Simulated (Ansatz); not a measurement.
# C3H9FHfS3: how energies converge with the basis set

How large a basis does C3H9FHfS3 need? Two functionals are run in growing sets.

Computed with Ansatz 0.2.0, Gaussian basis. Level: one geometry, several basis sets.

Plan: PBE0-D4/def2-SVP; ωB97M-V/def2-SVP; PBE0-D4/def2-QZVPP; ωB97M-V/def2-QZVPP; the functionals' def2-TZVPP values are taken from earlier runs.

### Step 1. Structure used throughout

All runs share one geometry, relaxed beforehand with PBE0-D4 in a triple-zeta def2 set. Hf takes the def2 core potential; no spin-orbit term is included.

SMILES `C[S][Hf]([F])([S]C)[S]C`, 17 atoms, charge 0, spin multiplicity 1.

Atoms are counted from 1 here; the program's logs count them from 0.

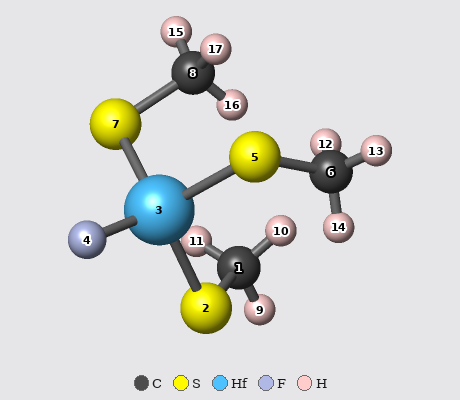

The geometry (carbon dark grey, sulfur yellow, hafnium blue, fluorine light blue, hydrogen pink); atoms are numbered from 1 in the order of the file.

### Step 2. PBE0-D4 in def2-SVP

in.yaml

```yaml
crystal:
  periodic: [false, false, false]
  atoms:
    - {symbol: C, position_ang: [-1.933670, -1.261206, -0.059818]}
    - {symbol: S, position_ang: [-1.144982, -1.488714, -1.689100]}
    - {symbol: Hf, position_ang: [1.183022, -0.940982, -1.272668]}
    - {symbol: F, position_ang: [2.317621, -1.842057, -2.493377]}
    - {symbol: S, position_ang: [1.435914, 1.465206, -1.471227]}
    - {symbol: C, position_ang: [-0.177429, 2.112815, -0.917898]}
    - {symbol: S, position_ang: [1.704455, -1.565636, 1.014410]}
    - {symbol: C, position_ang: [1.178337, -0.113442, 1.985312]}
    - {symbol: H, position_ang: [-2.986989, -1.513572, -0.177230]}
    - {symbol: H, position_ang: [-1.864538, -0.225097, 0.273045]}
    - {symbol: H, position_ang: [-1.483470, -1.921210, 0.679855]}
    - {symbol: H, position_ang: [-0.359898, 1.876704, 0.130929]}
    - {symbol: H, position_ang: [-0.139394, 3.196469, -1.023640]}
    - {symbol: H, position_ang: [-0.982444, 1.717185, -1.535054]}
    - {symbol: H, position_ang: [1.426908, -0.318396, 3.026054]}
    - {symbol: H, position_ang: [0.101241, 0.040918, 1.913832]}
    - {symbol: H, position_ang: [1.706214, 0.780317, 1.656677]}
basis:
  gaussian: {orbitals: def2-SVP}
hamiltonian: {xc: pbe0, dispersion: d4}
output: {orbitals: {seedname: orbitals}}
```

On the command line:

```console
$ ansatz run in.yaml --threads 4 --pin off --events-out ev --progress --plain --max-ram 66560MiB --backend cpu
```

What it wrote:

```text
Functional definition: PBE0
  name "PBE0"
  cite "Adamo & Barone, J. Chem. Phys. 110, 6158 (1999) doi:10.1063/1.478522"
  cite "Perdew, Burke & Ernzerhof, Phys. Rev. Lett. 77, 3865 (1996) doi:10.1103/PhysRevLett.77.3865"
  parent pbe
  parameter a = 0.25
  parameter kappa = 0.804
  parameter beta = 0.06672455060314922
  exchange = (1 - a)*pbe_x(kappa = kappa, mu = beta*pi^2/3) + a*exact_x
  correlation = pbe_c(beta = beta)
2115 factors; their error is unknown
mean field evaluation 1: about -39751.4221 eV, gradient 6.3e1 eV
mean field evaluation 2: about -39735.7053 eV, gradient 1.1e2 eV
mean field evaluation 4: about -39760.2907 eV, gradient 5.5e0 eV
mean field evaluation 8: about -39760.3619 eV, gradient 1.6e-1 eV
mean field evaluation 16: about -39760.5986 eV, gradient 1.7e-4 eV
mean field -39760.59860004 eV, -1461.1750478496 hartree, gradient 4.9e-5 eV, S^2 0.000000; 0 other end points of the search recorded, 0 dependent functions left out
reference -39760.59865481 eV, -1461.1750498623 hartree; 48, 48 occupied and 139, 139 virtual orbitals, 2115 factors
Total energy: -39761.08060695 eV, -1461.1927612771 hartree
```

Wall time 3.9 s (4 threads of AMD EPYC 7R13, shared host).

### Step 3. ωB97M-V in def2-SVP

Edit in.yaml of step 2 so:

```diff
@@ -22,3 +22,3 @@
   gaussian: {orbitals: def2-SVP}
-hamiltonian: {xc: pbe0, dispersion: d4}
+hamiltonian: {xc: {name: wB97M-V}}
 output: {orbitals: {seedname: orbitals}}
```

Launched as before.

What it wrote (excerpt; [...] marks lines left out):

```text
Functional definition: wB97M-V
  name "wB97M-V"
  cite "Mardirossian & Head-Gordon, J. Chem. Phys. 144, 214110 (2016) doi:10.1063/1.4952647"
  cite "Becke, J. Chem. Phys. 107, 8554 (1997) doi:10.1063/1.475007"
  cite "Vydrov & Van Voorhis, J. Chem. Phys. 133, 244103 (2010) doi:10.1063/1.3521275"
  # Of w^i u^j: cxij and so on, Table III.
[...]
  gx(w, u) = 1 - cx + cx01*u + cx10*w
  gss(w, u) = css00 + css04*u^4 + css10*w + css20*w^2 + css43*w^4*u^3
  gos(w, u) = cos00 + cos10*w + (cos20 + cos21*u)*w^2 + (cos60 + cos61*u)*w^6
[...]
      + integral(e_c_pw_mod_opposite_spin*gos(b97_w_opposite, b97_u_opposite)) + vv10(b, c)
2076 factors; their error is unknown
530 factors; integrals over basis functions are off by at most 6.7e-6 eV
[...]
mean field -39772.11599821 eV, -1461.5983044256 hartree, gradient 1.0e-5 eV, S^2 0.000000; 0 other end points of the search recorded, 0 dependent functions left out
reference -39772.11608313 eV, -1461.5983075466 hartree; 48, 48 occupied and 139, 139 virtual orbitals, 2076 factors
Total energy: -39772.11608313 eV, -1461.5983075466 hartree
```

Run time: 13 s. Hardware: 4 threads of AMD EPYC 7R13, shared host; peak memory 1.1 GiB.

### Step 4. PBE0-D4 in def2-QZVPP

Edit in.yaml of step 3 so:

```diff
@@ -21,4 +21,4 @@
 basis:
-  gaussian: {orbitals: def2-SVP}
-hamiltonian: {xc: {name: wB97M-V}}
+  gaussian: {orbitals: "def2-QZVPP.json"}
+hamiltonian: {xc: pbe0, dispersion: d4}
 output: {orbitals: {seedname: orbitals}}
```

On the command line:

```console
$ ansatz run in.yaml --threads 4 --pin off --events-out ev --progress --plain --max-ram 66560MiB --backend cuda --devices 0, --max-vram 37GiB
```

What it wrote:

```text
Functional definition: PBE0
  name "PBE0"
  cite "Adamo & Barone, J. Chem. Phys. 110, 6158 (1999) doi:10.1063/1.478522"
  cite "Perdew, Burke & Ernzerhof, Phys. Rev. Lett. 77, 3865 (1996) doi:10.1103/PhysRevLett.77.3865"
  parent pbe
  parameter a = 0.25
  parameter kappa = 0.804
  parameter beta = 0.06672455060314922
  exchange = (1 - a)*pbe_x(kappa = kappa, mu = beta*pi^2/3) + a*exact_x
  correlation = pbe_c(beta = beta)
2867 factors; their error is unknown
mean field evaluation 1: about -39766.3013 eV, gradient 8.2e1 eV
mean field evaluation 2: about -39742.7519 eV, gradient 1.3e2 eV
mean field evaluation 4: about -39780.2836 eV, gradient 9.4e0 eV
mean field evaluation 8: about -39780.4781 eV, gradient 4.0e-1 eV
mean field evaluation 16: about -39780.5223 eV, gradient 1.3e-3 eV
mean field -39780.52227771 eV, -1461.9072294996 hartree, gradient 2.6e-5 eV, S^2 0.000000; 0 other end points of the search recorded, 0 dependent functions left out
reference -39780.52232617 eV, -1461.9072312804 hartree; 48, 48 occupied and 741, 741 virtual orbitals, 2867 factors
Total energy: -39781.00427832 eV, -1461.9249426952 hartree
```

Run time: 9 s. Hardware: 1 × H100 (card shared with other runs) with 4 threads of AMD EPYC 7R13, shared host; peak host memory 1.4 GiB.

### Step 5. ωB97M-V in def2-QZVPP

Edit in.yaml of step 4 so:

```diff
@@ -22,3 +22,3 @@
   gaussian: {orbitals: "def2-QZVPP.json"}
-hamiltonian: {xc: pbe0, dispersion: d4}
+hamiltonian: {xc: {name: wB97M-V}}
 output: {orbitals: {seedname: orbitals}}
```

Same command.

What it wrote (excerpt; [...] marks lines left out):

```text
Functional definition: wB97M-V
  name "wB97M-V"
  cite "Mardirossian & Head-Gordon, J. Chem. Phys. 144, 214110 (2016) doi:10.1063/1.4952647"
  cite "Becke, J. Chem. Phys. 107, 8554 (1997) doi:10.1063/1.475007"
  cite "Vydrov & Van Voorhis, J. Chem. Phys. 133, 244103 (2010) doi:10.1063/1.3521275"
  # Of w^i u^j: cxij and so on, Table III.
[...]
  gx(w, u) = 1 - cx + cx01*u + cx10*w
  gss(w, u) = css00 + css04*u^4 + css10*w + css20*w^2 + css43*w^4*u^3
  gos(w, u) = cos00 + cos10*w + (cos20 + cos21*u)*w^2 + (cos60 + cos61*u)*w^6
[...]
      + integral(e_c_pw_mod_opposite_spin*gos(b97_w_opposite, b97_u_opposite)) + vv10(b, c)
2730 factors; their error is unknown
637 factors; integrals over basis functions are off by at most 7.4e-6 eV
[...]
mean field -39792.23331746 eV, -1462.3376022722 hartree, gradient 4.0e-5 eV, S^2 0.000000; 0 other end points of the search recorded, 0 dependent functions left out
reference -39792.23339500 eV, -1462.3376051218 hartree; 48, 48 occupied and 741, 741 virtual orbitals, 2730 factors
Total energy: -39792.23339500 eV, -1462.3376051218 hartree
```

It took 12 s on 1 × H100 (card shared with other runs) with 4 threads of AMD EPYC 7R13, shared host; peak host memory 1.5 GiB.

### Step 6. Functionals by basis

The def2-TZVPP values come from earlier runs at the same geometry.

```csv
functional,basis,functions,energy (eV),from the largest (eV),HOMO (eV),LUMO (eV)
PBE0-D4,def2-SVP,187,-39761.0806,19.924,-7.09,-1.57
PBE0-D4,def2-TZVPP,432,-39779.6808,1.323,-7.05,-1.55
PBE0-D4,def2-QZVPP,789,-39781.0043,0.000,-7.06,-1.58
ωB97M-V,def2-SVP,187,-39772.1161,20.117,-9.14,0.43
ωB97M-V,def2-TZVPP,432,-39790.9681,1.265,-9.14,0.42
ωB97M-V,def2-QZVPP,789,-39792.2334,0.000,-9.16,0.35
```

### Step 7. Summary of results

```
                                       quantity           value
PBE0-D4: double and triple zeta above quadruple  19.92, 1.32 eV
ωB97M-V: double and triple zeta above quadruple  20.12, 1.27 eV
```

What this shows: For PBE0-D4 the step from double to triple zeta gains 18.60 eV and the next only 1.32 eV. Total energies overstate the basis error of differences, where much of it tends to cancel.
